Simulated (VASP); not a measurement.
# YPt under strain, part 2 of 4

Aim: follow the pressure of YPt through compression, expansion and shear. All runs use PBEsol. Left out of this account: 1 further run (self-consistent run: a reference on another mesh). The start is a computed cell from the Materials Project.

VASP 6.6.1; PBEsol; plane waves and PAW (Y_sv, Pt).

Still holding for the runs below: Spin-orbit coupling is off here; with elements this heavy it splits and shifts levels by tenths of an eV or more.

So far, pressure (GPa): step 2 (bands, cell as listed) -3.45.

**3. Bands, volume times 1.04**

The cell is expanded evenly, with fractional positions held.

Input file INCAR:

```
SYSTEM = YPt
PREC = Accurate
ENCUT = 400
EDIFF = 1E-06
NELM = 100
ISMEAR = -1
SIGMA = 0.05
LREAL = .FALSE.
ALGO = Normal
GGA = PS
NBANDS = 64
LASPH = .TRUE.
LORBIT = 11
LWAVE = .FALSE.
LCHARG = .FALSE.
KPAR = 8
```

Input file POSCAR:

```
YPt
1.0
    7.1389582893      0.0000000000      0.0000000000
    0.0000000000      4.5730908534      0.0000000000
    0.0000000000      0.0000000000      5.6251944938
Y Pt
4 4
Direct
    0.1819799900      0.2500000000      0.6396335300
    0.8180200100      0.7500000000      0.3603664700
    0.3180200100      0.7500000000      0.1396335300
    0.6819799900      0.2500000000      0.8603664700
    0.0428388100      0.2500000000      0.1528810400
    0.9571611900      0.7500000000      0.8471189600
    0.4571611900      0.7500000000      0.6528810400
    0.5428388100      0.2500000000      0.3471189600
```

Input file KPOINTS:

```
Automatic mesh
0
Gamma
5 7 6
0 0 0
```

Input file KPOINTS_OPT:

```
Line mode
12
Line-mode
Reciprocal
  0.00000000   0.00000000   0.00000000 GAMMA
  0.00000000   0.50000000   0.00000000 X

  0.00000000   0.50000000   0.00000000 X
  0.00000000   0.50000000   0.50000000 S

  0.00000000   0.50000000   0.50000000 S
  0.00000000   0.00000000   0.50000000 Y

  0.00000000   0.00000000   0.50000000 Y
  0.00000000   0.00000000   0.00000000 GAMMA

  0.00000000   0.00000000   0.00000000 GAMMA
  0.50000000   0.00000000   0.00000000 Z

  0.50000000   0.00000000   0.00000000 Z
  0.50000000   0.50000000   0.00000000 U

  0.50000000   0.50000000   0.00000000 U
  0.50000000   0.50000000   0.50000000 R

  0.50000000   0.50000000   0.50000000 R
  0.50000000   0.00000000   0.50000000 T

  0.50000000   0.00000000   0.50000000 T
  0.50000000   0.00000000   0.00000000 Z

  0.00000000   0.00000000   0.50000000 Y
  0.50000000   0.00000000   0.50000000 T

  0.50000000   0.50000000   0.00000000 U
  0.00000000   0.50000000   0.00000000 X

  0.00000000   0.50000000   0.50000000 S
  0.50000000   0.50000000   0.50000000 R
```

The projector-augmented-wave data sets are Y_sv and Pt (PBE family, release 64).

On the command line:

```console
> mpirun -np 8 vasp_std
```

The program printed:

```text
[banner, memory and clock lines left out]
running    8 mpi-ranks, on    1 nodes
 distrk:  each k-point on    1 cores,    8 groups
 distr:  one band on    1 cores,    1 groups

 POSCAR found type information on POSCAR Y Pt
 POSCAR found :  2 types and       8 ions
 [... a notice as in an earlier step ...]

 [... a notice as in an earlier step ...]

 LDA part: xc-table for (Slater+PW92), standard interpolation
 POSCAR, INCAR and KPOINTS ok, starting setup
 FFT: planning ... GRIDC
 FFT: planning ... GRID_SOFT
 FFT: planning ... GRID
 WAVECAR not read
 entering main loop
       N       E                     dE             d eps       ncg     rms          rms(c)
DAV:   1     0.440251510696E+03    0.44025E+03   -0.34331E+04  6144   0.105E+03
DAV:   2    -0.324165615787E+02   -0.47267E+03   -0.44150E+03  6848   0.288E+02
DAV:   3    -0.645582106186E+02   -0.32142E+02   -0.31536E+02  8944   0.548E+01
DAV:   4    -0.671946832853E+02   -0.26365E+01   -0.26214E+01  8960   0.127E+01
DAV:   5    -0.672727785410E+02   -0.78095E-01   -0.78086E-01  8120   0.230E+00    0.613E+01
DAV:   6    -0.652935258596E+02    0.19793E+01   -0.23327E+00  6960   0.600E+00    0.373E+01
DAV:   7    -0.648153323976E+02    0.47819E+00   -0.30606E+00  7488   0.589E+00    0.755E+00
DAV:   8    -0.647754288478E+02    0.39904E-01   -0.72270E-01  7032   0.294E+00    0.301E+00
DAV:   9    -0.647271788345E+02    0.48250E-01   -0.24927E-01  6920   0.192E+00    0.148E+00
DAV:  10    -0.647264879938E+02    0.69084E-03   -0.82074E-03  7784   0.271E-01    0.355E-01
DAV:  11    -0.647264261221E+02    0.61872E-04   -0.17878E-03  7008   0.186E-01    0.261E-01
DAV:  12    -0.647264055280E+02    0.20594E-04   -0.13280E-04  7560   0.447E-02    0.265E-02
DAV:  13    -0.647264026035E+02    0.29245E-05   -0.12518E-05  6976   0.168E-02    0.146E-02
DAV:  14    -0.647264034453E+02   -0.84176E-06   -0.22511E-06  5816   0.687E-03
   1 F= -.64726403E+02 E0= -.64706582E+02  d E =-.396429E-01
 Start KPOINTS_OPT (optional k-point list driver)
k-point batch [1-48\144]
       N       E                     dE             ncg
DAV:   1    -0.215545177823E+04   -0.61565E+05     6144
DAV:   2    -0.251697619960E+05   -0.23014E+05     6880
DAV:   3    -0.267797154968E+05   -0.16100E+04     8912
DAV:   4    -0.269270864432E+05   -0.14737E+03     8992
DAV:   5    -0.269316382541E+05   -0.45518E+01     8024
DAV:   6    -0.269317001086E+05   -0.61855E-01     9040
DAV:   7    -0.269317011333E+05   -0.10246E-02     7968
DAV:   8    -0.269317011475E+05   -0.14247E-04     7208
DAV:   9    -0.269317011480E+05   -0.51565E-06     4800
[...]
k-point batch [97-144\144]
       N       E                     dE             ncg
DAV:   1    -0.209577721522E+04   -0.78838E+05     6144
DAV:   2    -0.251643714186E+05   -0.23069E+05     6880
DAV:   3    -0.267722060598E+05   -0.16078E+04     8912
DAV:   4    -0.269109524878E+05   -0.13875E+03     8896
DAV:   5    -0.269153407611E+05   -0.43883E+01     8048
DAV:   6    -0.269153901524E+05   -0.49391E-01     8784
DAV:   7    -0.269153910468E+05   -0.89438E-03     7976
DAV:   8    -0.269153910584E+05   -0.11593E-04     6856
DAV:   9    -0.269153910588E+05   -0.46984E-06     4792
```

Elapsed: 85 s, on 8 MPI ranks of Intel Xeon 6975P-C (Granite Rapids), shared host; peak memory 5.1 GiB; 9.4 min of CPU time.

Parts of OUTCAR (step 3):

```text
  LATTYP: Found a simple orthorhombic cell.
 ALAT       =     4.5730908534
 B/A-ratio  =     1.2300640145
 C/A-ratio  =     1.5610794795

 Found     48 irreducible k-points:

   dimension x,y,z NGX =    48 NGY =   30 NGZ =   40
   dimension x,y,z NGXF=    96 NGYF=   60 NGZF=   80

   ENCUT  =  400.0 eV  29.40 Ry    5.42 a.u.  11.64  7.46  9.17*2*pi/ulx,y,z

   NELECT =      84.0000    total number of electrons

 E-fermi :   5.6536

 k-point     1 :       0.0000    0.0000    0.0000
  band No.  band energies     occupation
    ...
     39       3.7928      2.00000
     40       3.9987      2.00000
     41       4.9827      2.00000
     42       5.3141      1.99775
     43       5.4285      1.97808
     44       5.7211      0.41167
     45       6.9927      0.00000
     46       7.2730      0.00000
     47       7.6487      0.00000
     48       7.6990      0.00000
    ...

 k-point     2 :       0.2000    0.0000    0.0000
  band No.  band energies     occupation
    ...
     38       3.6810      2.00000
     39       3.8116      2.00000
     40       3.9931      2.00000
     41       5.0921      1.99997
     42       5.5901      1.56126
     43       5.7667      0.18866
     44       5.8300      0.05701
     45       6.9907      0.00000
     46       7.1708      0.00000
     47       7.3536      0.00000
    ...

  Total       -7.7886511     -8.5535815     -8.2684199      0.0000000      0.0000000      0.0000000
  in kB      -67.9501805    -74.6236283    -72.1358061      0.0000000      0.0000000      0.0000000
  external PRESSURE =     -71.5698716 kB  Pullay stress =       0.0000000 kB

  energy-cutoff  :      400.00
  volume of cell :      183.65
      direct lattice vectors                 reciprocal lattice vectors
     7.138958289  0.000000000  0.000000000     0.140076459  0.000000000  0.000000000
     0.000000000  4.573090853  0.000000000     0.000000000  0.218670486  0.000000000
     0.000000000  0.000000000  5.625194494     0.000000000  0.000000000  0.177771631

 POSITION                                       TOTAL-FORCE (eV/Angst)
 -----------------------------------------------------------------------------------
      1.29915      1.14327      3.59806         0.038912     -0.000000      0.008815
      5.83981      3.42982      2.02713        -0.038912     -0.000000     -0.008815
      2.27033      3.42982      0.78547        -0.038912      0.000000      0.008815
      4.86863      1.14327      4.83973         0.038912     -0.000000     -0.008815
      0.30582      1.14327      0.85999        -0.049374      0.000000     -0.128818
      6.83313      3.42982      4.76521         0.049374     -0.000000      0.128818
      3.26365      3.42982      3.67258         0.049374     -0.000000     -0.128818
      3.87530      1.14327      1.95261        -0.049374     -0.000000      0.128818
 -----------------------------------------------------------------------------------
    total drift:                                0.000000      0.000000     -0.000000

  FREE ENERGIE OF THE ION-ELECTRON SYSTEM (eV)
  ---------------------------------------------------
  free  energy   TOTEN  =       -64.7264034453 eV

  energy  without entropy=      -64.6867605074  energy(sigma->0) =      -64.70658198

 total charge
# of ion       s       p       d       f       tot
--------------------------------------------------
    1        2.241   6.336   0.910   0.045   9.531
    2        2.241   6.336   0.910   0.045   9.531
    3        2.241   6.336   0.910   0.045   9.531
    4        2.241   6.336   0.910   0.045   9.531
    5        0.804   0.358   8.109   0.000   9.271
    6        0.804   0.358   8.109   0.000   9.271
    7        0.804   0.358   8.109   0.000   9.271
    8        0.804   0.358   8.109   0.000   9.271
--------------------------------------------------
tot         12.178  26.776  36.074   0.182  75.210

[... 4 parts as in an earlier step ...]

[... 6 further parts left out ...]
```

This step gave:

| Item | Value |
| --- | --- |
| free energy (TOTEN) | -64.7264 eV |
| energy at zero smearing | -64.7066 eV |
| Fermi energy | 5.654 eV |
| pressure | -7.157 GPa |

Electronic bands along the path, in eV, zero at the Fermi level; # counts the bands kept, so #1 is VASP's band 17:

| point | #23 | #24 | #25 | #26 | #27 | #28 | #29 | #30 |
| --- | --- | --- | --- | --- | --- | --- | --- | --- |
| Γ | -1.86 | -1.66 | -0.67 | -0.34 | -0.23 | 0.07 | 1.34 | 1.62 |
| X | -1.86 | -1.86 | 0.02 | 0.02 | 0.29 | 0.29 | 0.82 | 0.82 |
| S | -1.73 | -1.73 | -1.00 | -1.00 | 0.44 | 0.44 | 0.56 | 0.56 |
| Y | -1.50 | -1.50 | -0.57 | -0.57 | 0.20 | 0.20 | 1.06 | 1.06 |
| Γ | -1.86 | -1.66 | -0.67 | -0.34 | -0.23 | 0.07 | 1.34 | 1.62 |
| Z | -1.70 | -1.70 | 0.16 | 0.16 | 0.69 | 0.69 | 1.07 | 1.07 |
| U | -2.05 | -2.05 | 0.37 | 0.37 | 0.37 | 0.37 | 1.21 | 1.21 |
| R | -1.95 | -1.95 | -0.70 | -0.70 | -0.70 | -0.70 | 1.74 | 1.74 |
| T | -2.11 | -2.11 | 0.39 | 0.39 | 0.78 | 0.78 | 1.13 | 1.13 |
| Z | -1.70 | -1.70 | 0.16 | 0.16 | 0.69 | 0.69 | 1.07 | 1.07 |
| jump to Y | -1.50 | -1.50 | -0.57 | -0.57 | 0.20 | 0.20 | 1.06 | 1.06 |
| T | -2.11 | -2.11 | 0.39 | 0.39 | 0.78 | 0.78 | 1.13 | 1.13 |
| jump to U | -2.05 | -2.05 | 0.37 | 0.37 | 0.37 | 0.37 | 1.21 | 1.21 |
| X | -1.86 | -1.86 | 0.02 | 0.02 | 0.29 | 0.29 | 0.82 | 0.82 |
| jump to S | -1.73 | -1.73 | -1.00 | -1.00 | 0.44 | 0.44 | 0.56 | 0.56 |
| R | -1.95 | -1.95 | -0.70 | -0.70 | -0.70 | -0.70 | 1.74 | 1.74 |

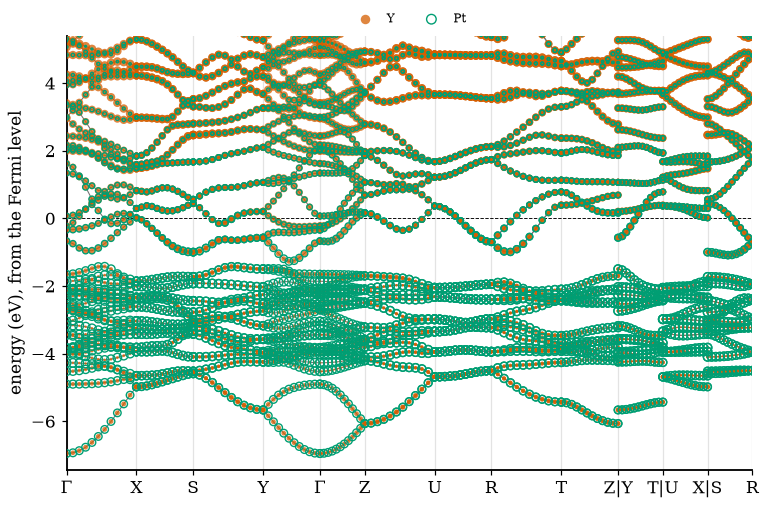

Electronic bands along the path; dots are coloured as in the legend, and their area grows with the weight.

Force by atom:

| atom | x (eV/Å) | y (eV/Å) | z (eV/Å) | size |
| --- | --- | --- | --- | --- |
| Y1 | 0.039 | 0.000 | 0.009 | 0.040 |
| Y2 | -0.039 | 0.000 | -0.009 | 0.040 |
| Y3 | -0.039 | 0.000 | 0.009 | 0.040 |
| Y4 | 0.039 | 0.000 | -0.009 | 0.040 |
| Pt5 | -0.049 | 0.000 | -0.129 | 0.138 |
| Pt6 | 0.049 | 0.000 | 0.129 | 0.138 |
| Pt7 | 0.049 | 0.000 | -0.129 | 0.138 |
| Pt8 | -0.049 | 0.000 | 0.129 | 0.138 |

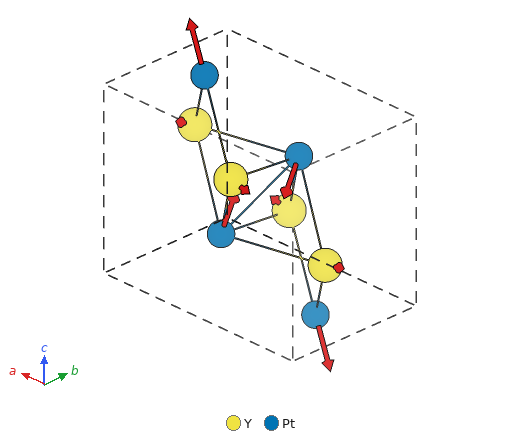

Force as arrows, the longest 0.138 eV/Å.

 The pressure is -7.16 GPa.

For the pressure, step 2 gave -3.45 GPa; this run, with cell volume +4.0 %, gives -7.16 GPa.

**4. Bands, volume times 1.08**

The cell is expanded evenly, with fractional positions held.

INCAR is that of step 3.

POSCAR: that of step 3 with these lines changed.

```diff
@@ -2,5 +2,5 @@
 1.0
-    7.1389582893      0.0000000000      0.0000000000
-    0.0000000000      4.5730908534      0.0000000000
-    0.0000000000      0.0000000000      5.6251944938
+    7.2293344441      0.0000000000      0.0000000000
+    0.0000000000      4.6309842252      0.0000000000
+    0.0000000000      0.0000000000      5.6964070472
 Y Pt
```

KPOINTS is that of step 3.

KPOINTS_OPT is that of step 3.

On the command line:

```console
> mpirun -np 8 vasp_std
```

The program printed:

```text
[... set-up lines as in an earlier step ...]
 entering main loop
       N       E                     dE             d eps       ncg     rms          rms(c)
DAV:   1     0.438886764660E+03    0.43889E+03   -0.34378E+04  6144   0.105E+03
DAV:   2    -0.321403055659E+02   -0.47103E+03   -0.43978E+03  6896   0.286E+02
DAV:   3    -0.641327190744E+02   -0.31992E+02   -0.31378E+02  8800   0.544E+01
DAV:   4    -0.669431208261E+02   -0.28104E+01   -0.27946E+01  9096   0.130E+01
DAV:   5    -0.670237682462E+02   -0.80647E-01   -0.80622E-01  7904   0.233E+00    0.572E+01
DAV:   6    -0.649386411733E+02    0.20851E+01   -0.22794E+00  6976   0.581E+00    0.355E+01
DAV:   7    -0.644276229296E+02    0.51102E+00   -0.34938E+00  7664   0.623E+00    0.651E+00
DAV:   8    -0.644005374176E+02    0.27086E-01   -0.65319E-01  6968   0.283E+00    0.333E+00
DAV:   9    -0.643469109466E+02    0.53626E-01   -0.26997E-01  7048   0.199E+00    0.138E+00
DAV:  10    -0.643458329947E+02    0.10780E-02   -0.82988E-03  7616   0.298E-01    0.443E-01
DAV:  11    -0.643456990624E+02    0.13393E-03   -0.25531E-03  6856   0.234E-01    0.174E-01
DAV:  12    -0.643456702229E+02    0.28839E-04   -0.24395E-04  7400   0.666E-02    0.293E-02
DAV:  13    -0.643456675416E+02    0.26813E-05   -0.18848E-05  7224   0.202E-02    0.155E-02
DAV:  14    -0.643456688743E+02   -0.13327E-05   -0.39803E-06  6400   0.887E-03    0.136E-03
DAV:  15    -0.643456689100E+02   -0.35743E-07   -0.40544E-07  4096   0.226E-03
   1 F= -.64345669E+02 E0= -.64324695E+02  d E =-.419470E-01
 Start KPOINTS_OPT (optional k-point list driver)
k-point batch [1-48\144]
       N       E                     dE             ncg
DAV:   1    -0.368753095879E+04   -0.62623E+05     6144
DAV:   2    -0.264235907777E+05   -0.22736E+05     6936
DAV:   3    -0.280202841701E+05   -0.15967E+04     8976
DAV:   4    -0.281615146603E+05   -0.14123E+03     9072
DAV:   5    -0.281659346053E+05   -0.44199E+01     8040
DAV:   6    -0.281660018053E+05   -0.67200E-01     9096
DAV:   7    -0.281660028930E+05   -0.10877E-02     7928
DAV:   8    -0.281660029104E+05   -0.17439E-04     7512
DAV:   9    -0.281660029110E+05   -0.53926E-06     4688
[...]
k-point batch [97-144\144]
       N       E                     dE             ncg
DAV:   1    -0.361091669293E+04   -0.79213E+05     6144
DAV:   2    -0.263880500568E+05   -0.22777E+05     6872
DAV:   3    -0.280081655594E+05   -0.16201E+04     8936
DAV:   4    -0.281448776767E+05   -0.13671E+03     8984
DAV:   5    -0.281493415626E+05   -0.44639E+01     8168
DAV:   6    -0.281494025092E+05   -0.60947E-01     8864
DAV:   7    -0.281494035138E+05   -0.10046E-02     8080
DAV:   8    -0.281494035282E+05   -0.14430E-04     7128
DAV:   9    -0.281494035287E+05   -0.52015E-06     4784
```

It took 85 s on 8 MPI ranks; peak memory 5.2 GiB.

OUTCAR, selected parts (step 4):

```text
  LATTYP: Found a simple orthorhombic cell.
 ALAT       =     4.6309842252
 B/A-ratio  =     1.2300640145
 C/A-ratio  =     1.5610794796

 Found     48 irreducible k-points:

   ENCUT  =  400.0 eV  29.40 Ry    5.42 a.u.  11.79  7.55  9.29*2*pi/ulx,y,z

   NELECT =      84.0000    total number of electrons

 E-fermi :   5.3254

 k-point     1 :       0.0000    0.0000    0.0000
  band No.  band energies     occupation
    ...
     39       3.5225      2.00000
     40       3.7024      2.00000
     41       4.6753      2.00000
     42       5.0096      1.99639
     43       5.1451      1.94706
     44       5.4093      0.31434
     45       6.6015      0.00000
     46       6.9027      0.00000
     47       7.2680      0.00000
     48       7.2729      0.00000
    ...

 k-point     2 :       0.2000    0.0000    0.0000
  band No.  band energies     occupation
    ...
     38       3.4182      2.00000
     39       3.5325      2.00000
     40       3.6985      2.00000
     41       4.7734      1.99997
     42       5.2953      1.29186
     43       5.4454      0.16618
     44       5.4969      0.06269
     45       6.6088      0.00000
     46       6.8050      0.00000
     47       6.9512      0.00000
    ...

  Total      -11.2328771    -12.6879153    -12.2199618      0.0000000      0.0000000      0.0000000
  in kB      -94.3689139   -106.5928859   -102.6615453      0.0000000      0.0000000      0.0000000
  external PRESSURE =    -101.2077817 kB  Pullay stress =       0.0000000 kB

  energy-cutoff  :      400.00
  volume of cell :      190.71
      direct lattice vectors                 reciprocal lattice vectors
     7.229334444  0.000000000  0.000000000     0.138325320  0.000000000  0.000000000
     0.000000000  4.630984225  0.000000000     0.000000000  0.215936818  0.000000000
     0.000000000  0.000000000  5.696407047     0.000000000  0.000000000  0.175549253

 POSITION                                       TOTAL-FORCE (eV/Angst)
 -----------------------------------------------------------------------------------
      1.31559      1.15775      3.64361         0.060323     -0.000000     -0.000210
      5.91374      3.47324      2.05279        -0.060323     -0.000000      0.000210
      2.29907      3.47324      0.79541        -0.060323     -0.000000     -0.000210
      4.93026      1.15775      4.90100         0.060323     -0.000000      0.000210
      0.30970      1.15775      0.87087        -0.055627      0.000000     -0.164844
      6.91964      3.47324      4.82553         0.055627      0.000000      0.164844
      3.30497      3.47324      3.71908         0.055627      0.000000     -0.164844
      3.92436      1.15775      1.97733        -0.055627     -0.000000      0.164844
 -----------------------------------------------------------------------------------
    total drift:                                0.000000      0.000000     -0.000000

  FREE ENERGIE OF THE ION-ELECTRON SYSTEM (eV)
  ---------------------------------------------------
  free  energy   TOTEN  =       -64.3456689100 eV

  energy  without entropy=      -64.3037219577  energy(sigma->0) =      -64.32469543

 total charge
# of ion       s       p       d       f       tot
--------------------------------------------------
    1        2.234   6.308   0.865   0.040   9.448
    2        2.234   6.308   0.865   0.040   9.448
    3        2.234   6.308   0.865   0.040   9.448
    4        2.234   6.308   0.865   0.040   9.448
    5        0.788   0.337   8.096   0.000   9.221
    6        0.788   0.337   8.096   0.000   9.221
    7        0.788   0.337   8.096   0.000   9.221
    8        0.788   0.337   8.096   0.000   9.221
--------------------------------------------------
tot         12.089  26.582  35.842   0.161  74.674

[... 5 parts as in an earlier step ...]

[... 6 further parts left out ...]
```

This step gave:

```
SCF cycles              : 15
free energy (TOTEN)     : -64.3457 eV
energy at zero smearing : -64.3247 eV
Fermi energy            : 5.325 eV
pressure                : -10.12 GPa
```

Electronic bands along the path, in eV, zero at the Fermi level; # counts the bands kept, so #1 is VASP's band 17:

| point | #23 | #24 | #25 | #26 | #27 | #28 | #29 | #30 |
| --- | --- | --- | --- | --- | --- | --- | --- | --- |
| Γ | -1.80 | -1.62 | -0.65 | -0.32 | -0.18 | 0.08 | 1.28 | 1.58 |
| X | -1.81 | -1.81 | 0.00 | 0.00 | 0.28 | 0.28 | 0.80 | 0.80 |
| S | -1.68 | -1.68 | -0.98 | -0.98 | 0.41 | 0.41 | 0.54 | 0.54 |
| Y | -1.48 | -1.48 | -0.57 | -0.57 | 0.22 | 0.22 | 1.04 | 1.04 |
| Γ | -1.80 | -1.62 | -0.65 | -0.32 | -0.18 | 0.08 | 1.28 | 1.58 |
| Z | -1.66 | -1.66 | 0.13 | 0.13 | 0.67 | 0.67 | 1.03 | 1.03 |
| U | -1.99 | -1.99 | 0.36 | 0.36 | 0.36 | 0.36 | 1.18 | 1.18 |
| R | -1.89 | -1.89 | -0.71 | -0.71 | -0.71 | -0.71 | 1.68 | 1.68 |
| T | -2.04 | -2.04 | 0.40 | 0.40 | 0.78 | 0.78 | 1.10 | 1.10 |
| Z | -1.66 | -1.66 | 0.13 | 0.13 | 0.67 | 0.67 | 1.03 | 1.03 |
| jump to Y | -1.48 | -1.48 | -0.57 | -0.57 | 0.22 | 0.22 | 1.04 | 1.04 |
| T | -2.04 | -2.04 | 0.40 | 0.40 | 0.78 | 0.78 | 1.10 | 1.10 |
| jump to U | -1.99 | -1.99 | 0.36 | 0.36 | 0.36 | 0.36 | 1.18 | 1.18 |
| X | -1.81 | -1.81 | 0.00 | 0.00 | 0.28 | 0.28 | 0.80 | 0.80 |
| jump to S | -1.68 | -1.68 | -0.98 | -0.98 | 0.41 | 0.41 | 0.54 | 0.54 |
| R | -1.89 | -1.89 | -0.71 | -0.71 | -0.71 | -0.71 | 1.68 | 1.68 |

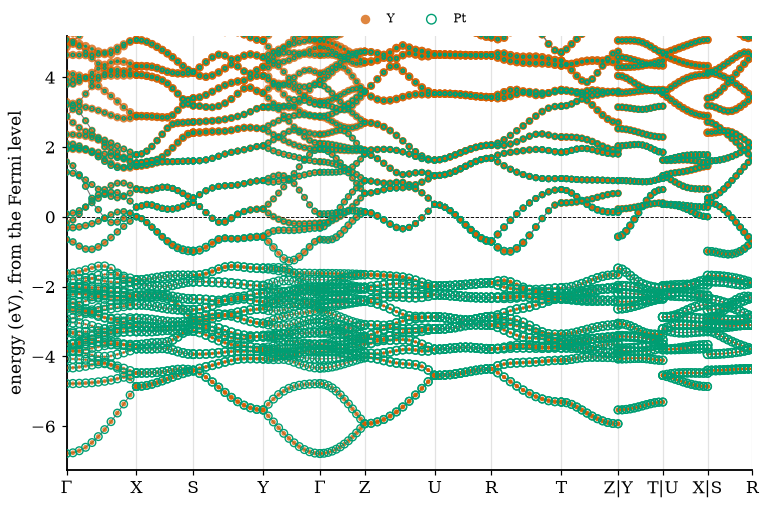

Electronic bands along the path; dots are coloured as in the legend, and their area grows with the weight.

Force by atom:

| atom | x (eV/Å) | y (eV/Å) | z (eV/Å) | size |
| --- | --- | --- | --- | --- |
| Y1 | 0.060 | 0.000 | 0.000 | 0.060 |
| Y2 | -0.060 | 0.000 | 0.000 | 0.060 |
| Y3 | -0.060 | 0.000 | 0.000 | 0.060 |
| Y4 | 0.060 | 0.000 | 0.000 | 0.060 |
| Pt5 | -0.056 | 0.000 | -0.165 | 0.174 |
| Pt6 | 0.056 | 0.000 | 0.165 | 0.174 |
| Pt7 | 0.056 | 0.000 | -0.165 | 0.174 |
| Pt8 | -0.056 | 0.000 | 0.165 | 0.174 |

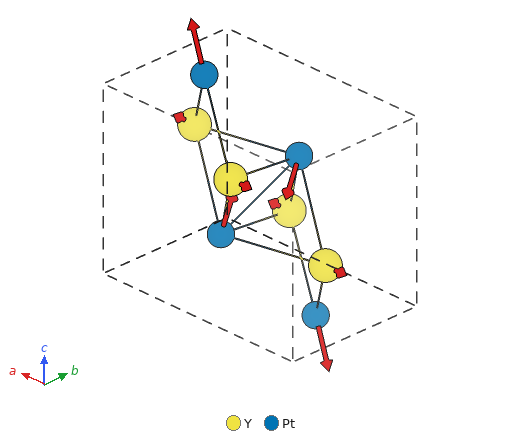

Force as arrows, the longest 0.174 eV/Å.

 The pressure is -10.12 GPa.

For the pressure, step 2 gave -3.45 GPa; this run, with cell volume +8.0 %, gives -10.1 GPa.

(Continued in part 3 of 4.)

[Lines on the potential files, build, host, timing and source positions are cut from VASP's logs without a mark.]

[Logs are printed without paths, hosts, clocks, repeated set-up lines and the standing remarks that a program may print on its own settings, such as how far it seeks lower states.]

[Hosts, paths, dates, database ids (printed as entryN), source tags and the programs' standing remarks are cut or masked in the printed files.]

[A measured line is paired with the nearest computed mode of its activity, which favours agreement.]
